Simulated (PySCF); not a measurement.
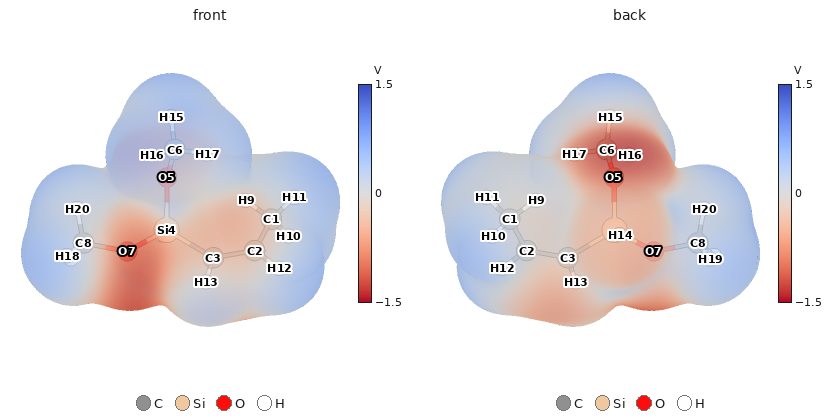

The picture shows: C5H12O2Si (SMILES C/C=C\[SiH](OC)OC). The molecular electrostatic potential painted on the density surface at 0.001 e/bohr³, seen from the front and from behind; the colour scale runs from red (negative) to blue (positive).

Geometry: GFN2-xTB.

Theory: PySCF 2.14.0, PBE0/pcSseg-1, SCF density, gas phase, non-relativistic.

Input

```
{"job": {"kind": "nmr", "xc": "PBE0", "basis": "pcSseg-1"}, "charge": 0, "multiplicity": 1}
C      2.568155     1.079849    -0.490032
C      2.204501     0.691596     0.902213
C      1.161280    -0.051618     1.248142
Si    -0.094488    -0.794519     0.066252
O     -0.817050     0.243283    -0.970485
C     -1.411179     1.483624    -0.712186
O     -1.112725    -1.465431     1.149569
C     -2.288914    -2.166256     0.877587
H      1.817988     0.741576    -1.196722
H      3.529925     0.641461    -0.757362
H      2.672352     2.162406    -0.563714
H      2.880830     1.069119     1.663226
H      1.022251    -0.268225     2.299932
H      0.376691    -1.731978    -0.947159
H     -1.811665     1.865097    -1.652833
H     -2.223506     1.389952     0.013133
H     -0.674034     2.189770    -0.321829
H     -2.860959    -2.241521     1.803721
H     -2.054904    -3.170590     0.515899
H     -2.889696    -1.656919     0.120352
```

Run with:

```sh
OMP_NUM_THREADS=1 python probes_run.py task.json out
```

Q: Where is the surface potential most negative and most positive?

A: The most negative region (about −1.2 V) lies over O5, the most positive (about +0.5 V) over the C and H atoms. O5 is the likeliest acceptor of a hydrogen bond.
